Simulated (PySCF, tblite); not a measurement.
# C₄H₅BO₂: geometry, infrared bands, NMR shifts and spin-spin couplings

Aim: predict the infrared bands, NMR shifts and spin-spin couplings of C₄H₅BO₂ (`C#C/C=C\B(O)O`).

Programs: tblite 0.8.0 and PySCF 2.14.0, with density-fitted response routines of our own. Each step states its level of theory. These are calculated values for one molecule in the gas phase, unless marked as measured. Atoms count from 0, in the outputs and in this text.

## 1. Starting geometry

12 atoms, charge 0, multiplicity 1; geometry from: force field or distance geometry start.

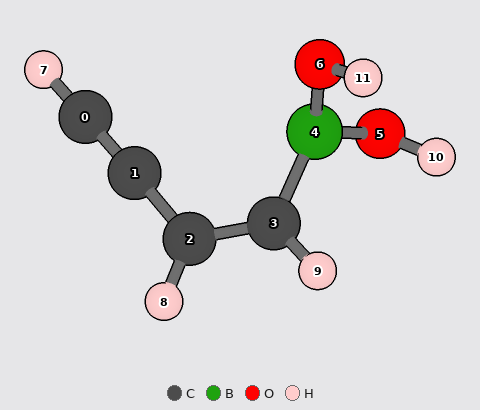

As it starts; carbon dark grey, boron green, oxygen red, hydrogen pink, atoms numbered; sticks join atoms by distance.

## 2. Relaxing the molecule with GFN2-xTB

Job settings and geometry (Å):

```
{"job": {"kind": "relax", "xc": "GFN2-xTB", "basis": "xTB"}, "charge": 0, "multiplicity": 1}
C      2.686500    -0.611100     0.612500
C      1.826700     0.243900     0.356800
C      0.852500     1.253900     0.076600
C     -0.424200     0.920600    -0.100800
B     -0.901200    -0.588100     0.027900
O     -1.446800    -1.166200    -1.210800
O     -1.360300    -1.098900     1.301400
H      3.421600    -1.332100     0.825400
H      1.138200     2.286100    -0.009500
H     -1.193600     1.647900    -0.308300
H     -2.362000    -0.842900    -1.404700
H     -2.236100    -0.713800     1.572400
```

Run with:

```
$ OMP_NUM_THREADS=1 python probes_run.py task.json out
```

One launch serves the whole session: the jobs run in the order shown.

The program printed:

```text
step      E/eV     max force
  0    -554.84264    3.727
  1    -554.89023    8.726
  2    -555.27495    1.319
  3    -555.33663    1.000
  4    -555.38127    0.573
  5    -555.40698    0.420
  6    -555.41989    0.419
  7    -555.45652    0.619
  8    -555.49305    0.660
  9    -555.52391    0.532
 10    -555.54463    0.475
 11    -555.56866    0.582
 12    -555.62668    1.392
 13    -555.69743    1.971
 14    -555.80672    1.608
 15    -555.88636    3.154
 16    -556.09803    1.666
 17    -556.21099    0.855
 18    -556.28668    1.823
 19    -556.36793    1.564
 20    -556.46062    0.421
 21    -556.47278    0.528
 22    -556.48915    0.451
 23    -556.50335    0.323
 24    -556.51638    0.244
 25    -556.52209    0.237
 26    -556.52990    0.216
 27    -556.53509    0.204
 28    -556.54050    0.167
 29    -556.54431    0.166
 30    -556.54830    0.186
 31    -556.55296    0.187
 32    -556.55826    0.192
 33    -556.56273    0.179
 34    -556.56587    0.153
 35    -556.56793    0.124
 36    -556.56976    0.118
 37    -556.57146    0.141
 38    -556.57308    0.131
 39    -556.57482    0.139
 40    -556.57689    0.176
 41    -556.57887    0.148
 42    -556.58033    0.095
 43    -556.58132    0.091
 44    -556.58225    0.094
 45    -556.58365    0.100
 46    -556.58554    0.105
 47    -556.58750    0.112
 48    -556.58924    0.105
 49    -556.59093    0.108
 50    -556.59260    0.131
 51    -556.59420    0.105
 52    -556.59548    0.079
 53    -556.59642    0.073
 54    -556.59729    0.087
 55    -556.59819    0.077
 56    -556.59904    0.097
 57    -556.59977    0.069
 58    -556.60040    0.072
 59    -556.60095    0.066
 60    -556.60153    0.070
 61    -556.60224    0.085
 62    -556.60307    0.072
 63    -556.60398    0.092
 64    -556.60515    0.101
 65    -556.60675    0.099
 66    -556.60885    0.112
 67    -556.61090    0.133
 68    -556.61259    0.119
 69    -556.61347    0.086
 70    -556.61418    0.074
 71    -556.61474    0.071
 72    -556.61549    0.078
 73    -556.61619    0.090
 74    -556.61710    0.107
 75    -556.61831    0.112
 76    -556.61985    0.083
 77    -556.62111    0.091
 78    -556.62178    0.049
 79    -556.62223    0.145
 80    -556.62263    0.082
 81    -556.62316    0.091
 82    -556.62385    0.140
 83    -556.62468    0.217
 84    -556.62635    0.287
 85    -556.62983    0.353
 86    -556.63508    0.344
 87    -556.64288    0.477
 88    -556.64960    0.262
 89    -556.65160    0.607
 90    -556.65321    0.815
 91    -556.66331    0.452
 92    -556.67116    0.331
 93    -556.67666    0.233
 94    -556.69016    0.278
 95    -556.68942    0.876
 96    -556.70508    0.771
 97    -556.71537    0.243
 98    -556.71828    0.517
 99    -556.72438    0.212
100    -556.73169    0.172
101    -556.73504    0.370
102    -556.73718    0.113
103    -556.73839    0.120
104    -556.73997    0.123
105    -556.74095    0.141
106    -556.74166    0.093
107    -556.74250    0.104
108    -556.74336    0.120
109    -556.74386    0.053
110    -556.74416    0.060
111    -556.74443    0.061
112    -556.74480    0.069
113    -556.74514    0.058
114    -556.74546    0.052
115    -556.74591    0.061
116    -556.74653    0.073
117    -556.74732    0.071
118    -556.74799    0.054
119    -556.74824    0.082
120    -556.74841    0.048
121    -556.74846    0.026
122    -556.74850    0.011
123    -556.74851    0.009
```

Wall time 0.64 s (1 thread of Arm Neoverse V1, shared host).

The steps of the relaxation: (not every step is listed)

| step | energy from step 0 (eV) | largest force (eV/Å) |
| --- | --- | --- |
| 0 | 0.0000 | 3.7270 |
| 1 | -0.0476 | 8.7261 |
| 2 | -0.4323 | 1.3190 |
| 3 | -0.4940 | 1.0005 |
| 4 | -0.5386 | 0.5735 |
| 5 | -0.5643 | 0.4196 |
| 6 | -0.5773 | 0.4188 |
| 7 | -0.6139 | 0.6187 |
| 8 | -0.6504 | 0.6596 |
| 19 | -1.5253 | 1.5636 |
| 30 | -1.7057 | 0.1856 |
| 41 | -1.7362 | 0.1484 |
| 52 | -1.7528 | 0.0789 |
| 63 | -1.7613 | 0.0925 |
| 74 | -1.7745 | 0.1071 |
| 85 | -1.7872 | 0.3533 |
| 96 | -1.8624 | 0.7713 |
| 107 | -1.8999 | 0.1037 |
| 118 | -1.9053 | 0.0542 |
| 119 | -1.9056 | 0.0817 |
| 120 | -1.9058 | 0.0479 |
| 121 | -1.9058 | 0.0256 |
| 122 | -1.9059 | 0.0114 |
| 123 | -1.9059 | 0.0086 |

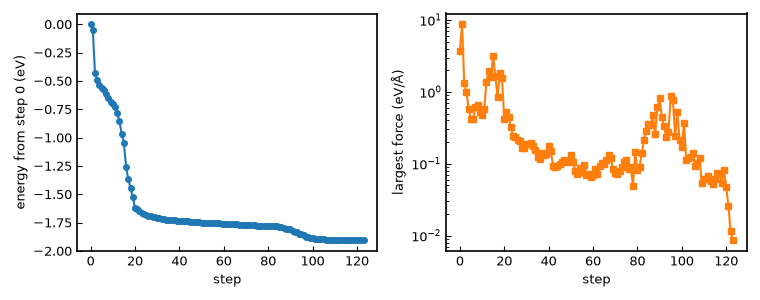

Energy and largest force along the relaxation.

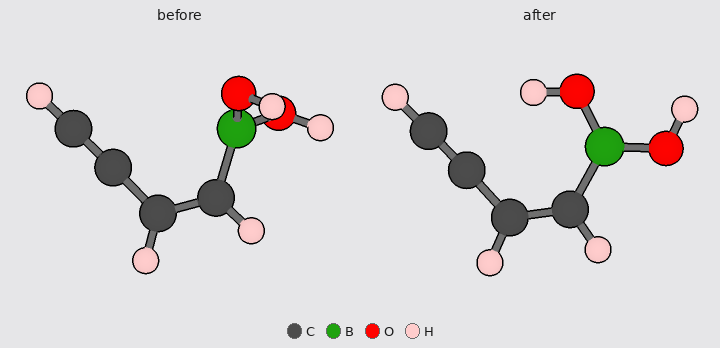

The geometry before (left) and after (right).

Distances of close pairs at the start and the end, largest changes first:

| bond | before (Å) | after (Å) | change (Å) |
| --- | --- | --- | --- |
| B4–O5 | 1.472 | 1.352 | -0.119 |
| B4–O6 | 1.447 | 1.359 | -0.087 |
| C0–C1 | 1.239 | 1.203 | -0.036 |
| O6–H11 | 0.994 | 0.959 | -0.035 |
| O5–H10 | 0.990 | 0.958 | -0.032 |
| C1–C2 | 1.431 | 1.410 | -0.021 |
| C3–B4 | 1.588 | 1.575 | -0.012 |
| C2–H8 | 1.074 | 1.085 | +0.011 |

The next job starts from the end point, and lists it.

## 3. Vibrational analysis with GFN2-xTB

Job settings and geometry (Å):

```
{"job": {"kind": "ir", "xc": "GFN2-xTB", "basis": "xTB"}, "charge": 0, "multiplicity": 1}
C      2.314596    -0.526241     1.248186
C      1.582611     0.274649     0.727923
C      0.757425     1.246745     0.125387
C     -0.482168     1.019567    -0.327811
B     -1.260106    -0.349332    -0.283195
O     -2.511874    -0.361987    -0.794821
O     -0.758870    -1.504836     0.228423
H      2.957730    -1.221701     1.699791
H      1.214673     2.228349     0.052445
H     -1.006612     1.856773    -0.769342
H     -2.938501    -1.218119    -0.745559
H      0.132294    -1.444553     0.577266
```

The program printed:

```text
mode    cm-1     km/mol
  1      45.6      0.83
  2     126.2      0.89
  3     201.4      0.03
  4     212.7      2.73
  5     340.5      5.59
  6     343.2      0.46
  7     404.6     16.58
  8     552.6      6.29
  9     584.1     31.17
 10     589.8     22.27
 11     627.5     83.39
 12     652.2    300.50
 13     692.2      9.72
 14     761.8     11.88
 15     788.4     36.24
 16     945.5      0.33
 17     956.4    149.34
 18     966.3     77.75
 19     983.5     79.92
 20    1184.6     27.70
 21    1236.6    277.40
 22    1283.0    365.28
 23    1347.4     92.06
 24    1626.5     41.80
 25    2236.1      1.89
 26    3010.2     33.66
 27    3067.6     39.68
 28    3391.1      5.09
 29    3571.2     54.71
 30    3619.5     16.65
```

It took 0.28 s on 1 thread of Arm Neoverse V1, shared host.

Which atoms move in the most intense modes:

| cm⁻¹ | km/mol | atoms |
| --- | --- | --- |
| 628 | 83.4 | H10 60 %, H7 23 % |
| 652 | 300.5 | H7 37 %, B4 20 %, H10 13 % |
| 956 | 149.3 | H10 45 %, O5 22 %, O6 12 % |
| 966 | 77.8 | H11 47 %, H10 19 % |
| 984 | 79.9 | H11 24 %, C2 23 %, H9 15 %, C0 12 % |
| 1237 | 277.4 | B4 54 %, H9 14 %, H10 11 % |
| 1283 | 365.3 | B4 63 %, O5 11 % |
| 1347 | 92.1 | H9 26 %, H8 24 %, C2 17 %, C3 15 % |

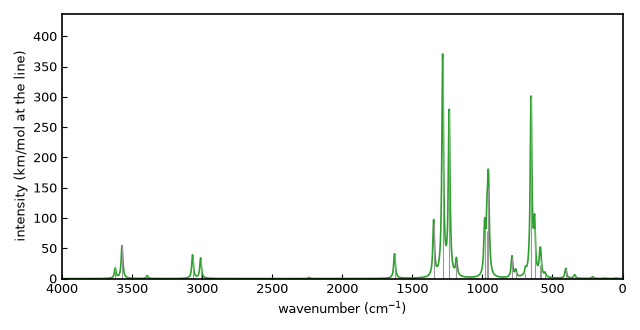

The infrared spectrum from these modes, unscaled. Lines are broadened to a width of 14 cm⁻¹ (Lorentzian).

## 4. NMR shieldings: PBE0/pcSseg-1

Settings changed since step 3:

```diff
@@ -1,2 +1,2 @@
-{"job": {"kind": "ir", "xc": "GFN2-xTB", "basis": "xTB"}, "charge": 0, "multiplicity": 1}
+{"job": {"kind": "nmr", "xc": "PBE0", "basis": "pcSseg-1"}, "charge": 0, "multiplicity": 1}
 C      2.314596    -0.526241     1.248186
```

Level: GIAO PBE0/pcSseg-1 NMR shielding, non-relativistic, gas phase.

The program printed:

```text
coarse grid: 10704 points
cycle   1  E = -330.1412070111  dE =  1.091e+00  |g| = 8.754e-01  |ddm| = 3.339e+00
cycle   2  E = -330.0326731395  dE =  1.085e-01  |g| = 1.184e+00  |ddm| = 1.338e+00
cycle   3  E = -330.2817700819  dE = -2.491e-01  |g| = 9.809e-02  |ddm| = 7.776e-01
cycle   4  E = -330.2838540680  dE = -2.084e-03  |g| = 3.468e-02  |ddm| = 1.095e-01
cycle   5  E = -330.2840569920  dE = -2.029e-04  |g| = 2.251e-02  |ddm| = 4.328e-02
cycle   6  E = -330.2841766140  dE = -1.196e-04  |g| = 4.047e-03  |ddm| = 1.739e-02
cycle   7  E = -330.2841794842  dE = -2.870e-06  |g| = 2.284e-03  |ddm| = 4.233e-03
final grid: 105320 points
cycle   8  E = -330.3455278113  dE = -3.204e-05  |g| = 8.651e-03  |ddm| = 3.485e-02
cycle   9  E = -330.3455106699  dE =  1.714e-05  |g| = 1.254e-02  |ddm| = 1.420e-02
cycle  10  E = -330.3455428685  dE = -3.220e-05  |g| = 1.857e-03  |ddm| = 8.601e-03
cycle  11  E = -330.3455437327  dE = -8.642e-07  |g| = 5.370e-04  |ddm| = 1.589e-03
cycle  12  E = -330.3455437948  dE = -6.206e-08  |g| = 1.261e-04  |ddm| = 4.158e-04
cycle  13  E = -330.3455437977  dE = -2.876e-09  |g| = 5.973e-05  |ddm| = 1.217e-04
cycle  14  E = -330.3455437985  dE = -8.645e-10  |g| = 1.233e-05  |ddm| = 5.526e-05
converged SCF energy = -330.3455437985

GIAO shielding tensors (ppm)
atom      isotropic    diamagn.    paramagn.     s11        s22        s33       span
  0 C       91.973     257.062    -165.089     35.889     49.739    190.291    154.401
  1 C       98.498     260.532    -162.034     -1.170      0.243    296.422    297.592
  2 C       55.221     255.148    -199.926    -61.440     67.481    159.622    221.062
  3 C       35.186     258.958    -223.772    -98.005     29.457    174.107    272.112
  4 B       76.124     193.530    -117.406     59.506     76.487     92.379     32.873
  5 O      215.018     384.710    -169.691    119.440    254.878    270.737    151.296
  6 O      212.456     391.033    -178.577    108.839    255.231    273.297    164.458
  7 H       28.486      33.680      -5.195     24.617     25.437     35.404     10.788
  8 H       25.146      28.518      -3.372     21.947     25.767     27.726      5.779
  9 H       25.050      30.905      -5.855     21.745     24.593     28.812      7.066
 10 H       27.548      30.070      -2.522     21.825     24.076     36.743     14.919
 11 H       25.339      33.806      -8.467     16.391     22.155     37.471     21.080
```

It took 15 s on 1 thread of Arm Neoverse V1, shared host; peak memory 0.7 GiB.

The references, computed at this level on geometries of the same kind, shield at (ppm): 1H TMS 31.72, 13C TMS 186.9, 17O H2O 336.1, 11B BF3·OEt2 100.1. Their shielding less the atom's gives the shift. The references are single molecules in the gas phase, so shifts against H2O, NH3, PH3, H3PO4 or CFCl3 are not on the usual liquid scales and can be off by tens of ppm. Atoms listed in one row are averaged.

| atoms | environment | σ (ppm) | δ (ppm) | δ scaled to CDCl3 |
| --- | --- | --- | --- | --- |
| C3 | alkene CH | 35.2 | 151.7 | 146.2 |
| C2 | alkene CH | 55.2 | 131.7 | 126.6 |
| C0 | terminal alkyne carbon | 92.0 | 95.0 | 90.8 |
| C1 | alkyne carbon | 98.5 | 88.4 | 84.4 |
| H9 | hydrogen on an alkene CH | 25.05 | 6.67 | 6.39 |
| H8 | hydrogen on an alkene CH | 25.15 | 6.57 | 6.30 |
| H10, H11 | hydrogen on an oxygen bonded to B | 26.44 | 5.27 | – |
| H7 | hydrogen on a terminal alkyne carbon | 28.49 | 3.23 | 3.15 |
| B4 | boron bonded to C, 2 O | 76.1 | 23.9 | – |
| O5, O6 | oxygen bonded to B, H | 213.7 | 122.3 | – |

The scaled column applies a straight-line fit of computed shieldings to shifts measured in CDCl3 (root-mean-square error 0.16 ppm for H, 1.9 ppm for C).

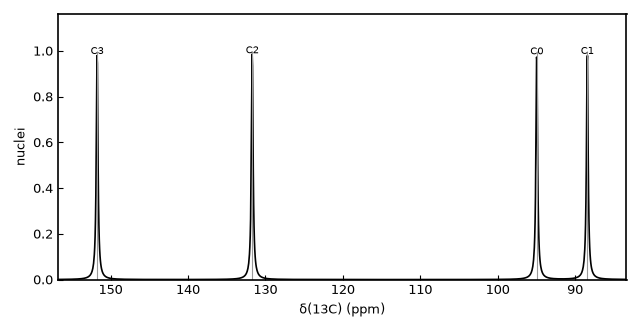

13C lines at the computed shifts, without couplings. Lines are broadened to a width of 0.25 ppm (Lorentzian).

The run also stored atomic charges by several schemes (e):

| atoms | Mulliken | IAO | Hirshfeld | ESP fit |
| --- | --- | --- | --- | --- |
| C0 | -0.31 | -0.24 | -0.09 | -0.47 |
| C1 | 0.17 | -0.03 | -0.03 | 0.10 |
| C2 | -0.10 | -0.14 | -0.03 | -0.15 |
| C3 | -0.34 | -0.27 | -0.10 | -0.41 |
| B4 | 0.59 | 0.49 | 0.24 | 0.82 |
| O5, O6 | -0.41 | -0.55 | -0.26 | -0.75 |

Mulliken charges:

| atom | value (e) |
| --- | --- |
| C0 | -0.31 |
| C1 | 0.17 |
| C2 | -0.10 |
| C3 | -0.34 |
| B4 | 0.59 |
| O5 | -0.40 |
| O6 | -0.42 |
| H7 | 0.05 |
| H8 | 0.14 |
| H9 | 0.12 |
| H10 | 0.25 |
| H11 | 0.25 |

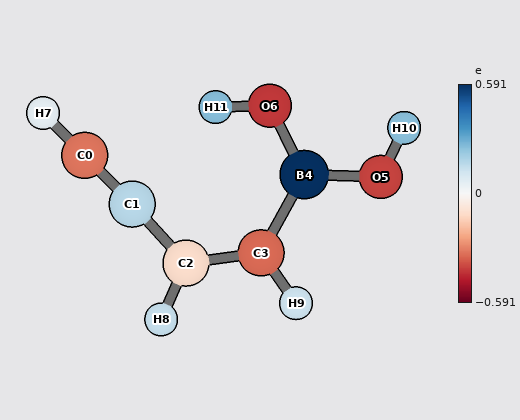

Mulliken charges, as colours on the atoms.

Mayer bond orders: C0–C1 2.40, C1–C2 1.10, C2–C3 1.86, C3–B4 0.90, B4–O5 1.25, B4–O6 1.24.

## 5. Indirect couplings: B3LYP/pcJ-1

Settings changed since step 4:

```diff
@@ -1,2 +1,2 @@
-{"job": {"kind": "nmr", "xc": "PBE0", "basis": "pcSseg-1"}, "charge": 0, "multiplicity": 1}
+{"job": {"kind": "j", "xc": "B3LYP", "basis": "pcJ-1"}, "charge": 0, "multiplicity": 1}
 C      2.314596    -0.526241     1.248186
```

Level: B3LYP/pcJ-1 indirect spin-spin coupling, non-relativistic, gas phase.

The program printed:

```text
coarse grid: 10704 points
cycle   1  E = -330.5401798837  dE =  1.037e+00  |g| = 9.871e-01  |ddm| = 3.184e+00
cycle   2  E = -330.3428748627  dE =  1.973e-01  |g| = 1.454e+00  |ddm| = 1.531e+00
cycle   3  E = -330.7111319662  dE = -3.683e-01  |g| = 1.266e-01  |ddm| = 9.948e-01
cycle   4  E = -330.7144718496  dE = -3.340e-03  |g| = 4.755e-02  |ddm| = 1.329e-01
cycle   5  E = -330.7148846946  dE = -4.128e-04  |g| = 2.832e-02  |ddm| = 5.377e-02
cycle   6  E = -330.7150742263  dE = -1.895e-04  |g| = 4.628e-03  |ddm| = 2.076e-02
cycle   7  E = -330.7150771624  dE = -2.936e-06  |g| = 2.908e-03  |ddm| = 4.412e-03
final grid: 105320 points
cycle   8  E = -330.7891663572  dE = -1.631e-04  |g| = 7.604e-03  |ddm| = 2.518e-02
cycle   9  E = -330.7891259574  dE =  4.040e-05  |g| = 1.451e-02  |ddm| = 1.395e-02
cycle  10  E = -330.7891781151  dE = -5.216e-05  |g| = 2.319e-03  |ddm| = 1.017e-02
cycle  11  E = -330.7891793908  dE = -1.276e-06  |g| = 7.839e-04  |ddm| = 2.098e-03
cycle  12  E = -330.7891795101  dE = -1.193e-07  |g| = 3.996e-04  |ddm| = 7.695e-04
cycle  13  E = -330.7891795492  dE = -3.908e-08  |g| = 3.868e-05  |ddm| = 2.878e-04
cycle  14  E = -330.7891795495  dE = -2.944e-10  |g| = 1.607e-05  |ddm| = 4.255e-05
converged SCF energy = -330.7891795495

Indirect spin-spin couplings (Hz)
  i      j    bonds     total        FC       PSO       DSO        SD
  0 C    1 C    1    191.913   185.075     6.728     0.109         -
  0 C    2 C    2     12.622    13.131    -0.367    -0.143         -
  0 C    3 C    3      2.561     3.766    -1.123    -0.083         -
  0 C    4 B    4     -0.388    -0.440     0.013    -0.030     0.070
  0 C    6 O    5     -0.331     0.074    -0.403    -0.001         -
  0 C    7 H    1    266.784   267.899    -1.545     0.430         -
  0 C    8 H    3      5.418     4.972     0.902    -0.456         -
  0 C    9 H    4      0.555     0.745     0.219    -0.410         -
  0 C   11 H    6     -1.286    -0.949    -0.990     0.652         -
  1 C    2 C    1     92.366    95.017    -2.877     0.226         -
  1 C    3 C    2      0.632     0.378     0.271    -0.018         -
  1 C    4 B    3      4.690     4.745    -0.058     0.064    -0.061
  1 C    5 O    4      0.222     0.212    -0.014     0.024         -
  1 C    6 O    4      0.311     0.214     0.120    -0.022         -
  1 C    7 H    2     50.935    46.396     5.721    -1.182         -
  1 C    8 H    2      1.757     2.135    -0.171    -0.208         -
  1 C    9 H    3     18.262    18.228     0.483    -0.449         -
  1 C   10 H    5      0.160     0.182     0.233    -0.256         -
  1 C   11 H    5     -0.386    -0.509    -0.779     0.901         -
  2 C    3 C    1     70.903    80.751   -10.036     0.188         -
  2 C    4 B    2      1.607     1.265     0.153     0.020     0.168
  2 C    5 O    3     -4.309    -3.929    -0.416     0.036         -
  2 C    6 O    3      0.497     0.494    -0.006     0.009         -
  2 C    7 H    3      4.744     4.858     0.385    -0.498         -
  2 C    8 H    1    170.208   169.102     0.284     0.822         -
  2 C    9 H    2     -3.245    -1.330    -1.550    -0.366         -
  2 C   10 H    4      1.784     1.774     0.445    -0.434         -
  2 C   11 H    4     -0.433    -0.194    -0.514     0.275         -
  3 C    4 B    1     85.331    85.624    -1.144     0.354     0.496
  3 C    5 O    2    -18.105   -17.991    -0.105    -0.010         -
  3 C    6 O    2     -0.340    -0.108    -0.240     0.008         -
  3 C    7 H    4     -3.179    -2.680    -0.175    -0.324         -
  3 C    8 H    2     -4.446    -2.735    -1.234    -0.477         -
  3 C    9 H    1    152.739   152.051    -0.090     0.779         -
  3 C   10 H    3      9.126     9.209     0.543    -0.625         -
  3 C   11 H    3      1.889     2.027    -0.240     0.103         -
  4 B    5 O    1    -11.475   -16.399     5.288    -0.138    -0.226
  4 B    6 O    1    -10.781   -15.940     5.455    -0.147    -0.149
  4 B    7 H    5      0.530     0.593     0.189    -0.236    -0.017
  4 B    8 H    3     12.080    12.065     0.440    -0.433     0.009
  4 B    9 H    2     -0.540    -0.453    -0.061    -0.041     0.016
  4 B   10 H    2     -4.386    -3.067    -0.312    -0.909    -0.098
  4 B   11 H    2     -1.070     0.236    -0.447    -0.789    -0.070
  5 O    8 H    4     -1.303    -1.261    -0.197     0.155         -
  5 O    9 H    3     -0.432    -0.437     0.056    -0.051         -
  5 O   10 H    1    -85.080   -72.750   -12.007    -0.323         -
  5 O   11 H    3     -1.723    -2.003    -0.157     0.437         -
  6 O    9 H    3     -0.957    -0.921    -0.282     0.246         -
  6 O   10 H    3     -1.296    -1.964     0.721    -0.054         -
  6 O   11 H    1    -91.813   -80.902   -10.529    -0.382         -
  7 H    8 H    4     -3.692    -3.652     1.574    -1.614         -
  7 H    9 H    5      1.049     1.241     1.168    -1.360         -
  7 H   11 H    7      0.266     0.238    -0.884     0.912         -
  8 H    9 H    3     16.211    16.602    -0.017    -0.374         -
  8 H   10 H    5      0.640     0.745     1.521    -1.627         -
  9 H   10 H    4     -0.223    -0.111     2.377    -2.489         -
 10 H   11 H    4     -0.486    -0.186     2.724    -3.023         -
```

Run time: 36 s. Hardware: 1 thread of Arm Neoverse V1, shared host; peak memory 0.92 GiB.

A choice of the couplings up to four bonds, sorted by the number of bonds, with means over like pairs; isotopes 11B, 13C, 1H, 17O:

| pair | bonds | J (Hz) | Fermi contact (Hz) | dihedral (°) |
| --- | --- | --- | --- | --- |
| C0–H7 | 1 | 266.8 | 267.9 | – |
| C0–C1 | 1 | 191.9 | 185.1 | – |
| C2–H8 | 1 | 170.2 | 169.1 | – |
| C3–H9 | 1 | 152.7 | 152.1 | – |
| C1–C2 | 1 | 92.4 | 95.0 | – |
| O5–H10 | 1 | -88.4 | -76.8 | – |
| C3–B4 | 1 | 85.3 | 85.6 | – |
| C2–C3 | 1 | 70.9 | 80.8 | – |
| B4–O5 | 1 | -11.1 | -16.2 | – |
| C1–H7 | 2 | 50.9 | 46.4 | – |
| C0–C2 | 2 | 12.6 | 13.1 | – |
| C3–O5 | 2 | -9.2 | -9.0 | – |
| C3–H8 | 2 | -4.4 | -2.7 | – |
| C2–H9 | 2 | -3.2 | -1.3 | – |
| B4–H10 | 2 | -2.7 | -1.4 | – |
| C1–H8 | 2 | 1.8 | 2.1 | – |
| C2–B4 | 2 | 1.6 | 1.3 | – |
| C1–H9 | 3 | 18.3 | 18.2 | 180 |
| H8–H9 | 3 | 16.2 | 16.6 | 0 |
| B4–H8 | 3 | 12.1 | 12.1 | -180 |
| C3–H10 | 3 | 5.5 | 5.6 | – |
| C0–H8 | 3 | 5.4 | 5.0 | – |
| C2–H7 | 3 | 4.7 | 4.9 | – |
| C1–B4 | 3 | 4.7 | 4.7 | 0 |
| C0–C3 | 3 | 2.6 | 3.8 | – |
| C2–O5 | 3 | -1.9 | -1.7 | – |
| H7–H8 | 4 | -3.7 | -3.7 | – |
| C3–H7 | 4 | -3.2 | -2.7 | – |

The spin-dipole term was solved for some atoms only; pairs without it lack that part.

The response was solved for the nuclei of B, C, H alone, so couplings that need other nuclei can be missing.

Quadrupole couplings from the field gradients of the same density:

| atom | isotope | eQq/h (MHz) | η |
| --- | --- | --- | --- |
| O5 | 17O | -8.329 | 0.10 |
| O6 | 17O | -7.666 | 0.19 |
| B4 | 11B | 2.931 | 0.33 |

Joined with the shifts from before (PBE0/pcSseg-1, unscaled), the couplings predict the line list below for 400 MHz. Couplings to quadrupolar nuclei are left out.

1H NMR δ 6.67 (m, 1H), 6.57 (m, 1H), 5.27 (br s, 2H), 3.23 (m, 1H).

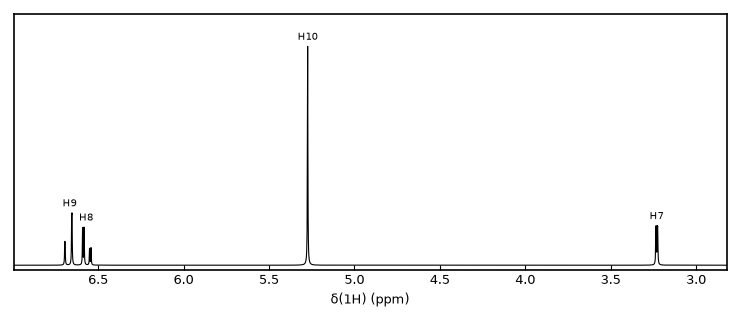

Simulated proton spectrum at 400 MHz, by exact diagonalisation of each spin system; lines 1.2 Hz wide, exchangeable protons uncoupled.

## 6. Summary of results

| quantity | value |
| --- | --- |
| strongest single infrared mode (GFN2-xTB) | 1283 cm⁻¹, 365 km/mol |
| zero-point energy (GFN2-xTB) | 52.0 kcal/mol |
| 13C shifts against TMS (PBE0/pcSseg-1) | 151.7, 131.7, 95.0, 88.4 ppm |
| 1H shifts against TMS (PBE0/pcSseg-1, means over atoms taken as alike) | 6.67, 6.57, 5.27, 3.23 ppm |
| 11B shifts against BF3·OEt2 (PBE0/pcSseg-1) | 23.9 ppm |
| 17O shifts against H2O (PBE0/pcSseg-1, means over atoms taken as alike) | 122.3 ppm |
| largest coupling of the table (B3LYP/pcJ-1) | 1J(C,H) C0–H7, 266.8 Hz |

In words: Over 123 steps the energy fell by 1.906 eV; of the close pairs, B4–O5 changed most, 1.472 to 1.352 Å. All 30 modes are real, so the xTB geometry is a minimum. The strongest single mode, at 1283 cm⁻¹, moves mainly B4. Unscaled tight-binding wavenumbers are off by several per cent, some by more. Its intensities can rank the bands wrongly. At PBE0/pcSseg-1: The widest tensor belongs to C1: span 298 ppm, with a paramagnetic part of -162 ppm. Of the pairs tabulated at B3LYP/pcJ-1, C0–H7 couples most strongly (266.8 Hz; Fermi contact 267.9 Hz). Couplings across rotatable bonds belong to this one conformer; where others are populated, the observed values are averages.
